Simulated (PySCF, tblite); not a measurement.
# C₃H₁₀B₂O₂: geometry, infrared bands and NMR shifts

What infrared bands and NMR shifts should C₃H₁₀B₂O₂ (`CB(C)CB(O)O`) show?

Programs: tblite 0.8.0 and PySCF 2.14.0, with density-fitted response routines of our own. Each step states its level of theory. These are calculated values for one molecule in the gas phase, unless marked as measured. Atoms are numbered from 0 throughout.

## 1. Starting geometry

17 atoms, charge 0, multiplicity 1; geometry from: force field or distance geometry start.

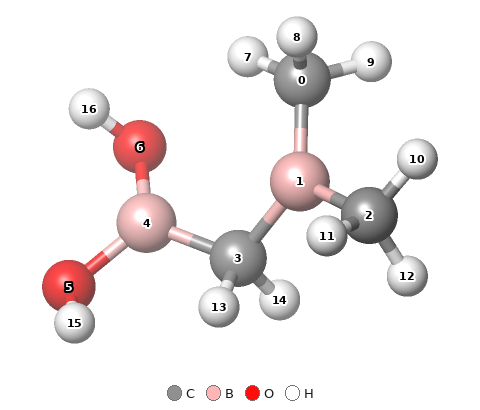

The starting geometry (carbon grey, boron pink, oxygen red, hydrogen white), atoms numbered.

## 2. Optimising the geometry with GFN2-xTB

What the job is given:

```
{"job": {"kind": "relax", "xc": "GFN2-xTB", "basis": "xTB"}, "charge": 0, "multiplicity": 1}
C     -0.920800     1.524000     0.231900
B     -0.781900     0.000300    -0.040600
C     -2.036300    -0.795800    -0.588200
C      0.490400    -0.877900     0.286200
B      1.846700    -0.095900     0.254400
O      3.047600    -0.856400    -0.115100
O      2.096500     1.156500     0.974700
H     -0.001900     2.062800     0.493000
H     -1.324300     1.996700    -0.698800
H     -1.714400     1.715000     1.017000
H     -2.915300    -0.120600    -0.595900
H     -1.759000    -1.144600    -1.609100
H     -2.222300    -1.675800     0.081500
H      0.561200    -1.668200    -0.507300
H      0.333100    -1.437800     1.245800
H      2.749800    -1.520600    -0.783800
H      2.543900     1.750300     0.344500
```

Launch:

```sh
$ OMP_NUM_THREADS=1 python probes_run.py task.json out
```

This one command runs all jobs of the session in turn.

**Question.** This job is followed by: GFN2-xTB harmonic vibrations, gas phase; GIAO PBE0/pcSseg-1 NMR shielding, non-relativistic, gas phase. Predict these results of the whole session: strongest single infrared mode (GFN2-xTB); zero-point energy (GFN2-xTB); 13C shifts against TMS (PBE0/pcSseg-1, means over atoms taken as alike); 1H shifts against TMS (PBE0/pcSseg-1, means over atoms taken as alike); 11B shifts against BF3·OEt2 (PBE0/pcSseg-1); 17O shifts against H2O (PBE0/pcSseg-1, means over atoms taken as alike).

**Answer**, as computed:

| quantity | value |
| --- | --- |
| strongest single infrared mode (GFN2-xTB) | 1224 cm⁻¹, 406 km/mol |
| zero-point energy (GFN2-xTB) | 85.5 kcal/mol |
| 13C shifts against TMS (PBE0/pcSseg-1, means over atoms taken as alike) | 31.6, 15.2 ppm |
| 1H shifts against TMS (PBE0/pcSseg-1, means over atoms taken as alike) | 4.05, 1.54, 0.88 ppm |
| 11B shifts against BF3·OEt2 (PBE0/pcSseg-1) | 86.4, 28.0 ppm |
| 17O shifts against H2O (PBE0/pcSseg-1, means over atoms taken as alike) | 129.8 ppm |

Over 148 steps the energy fell by 1.324 eV; of the close pairs, B4–O6 changed most, 1.466 to 1.348 Å. No mode is imaginary among the 45: a minimum at this level. The strongest single mode, at 1224 cm⁻¹, moves mainly B4. Unscaled tight-binding wavenumbers are off by several per cent, some by more. Its intensities can rank the bands wrongly.
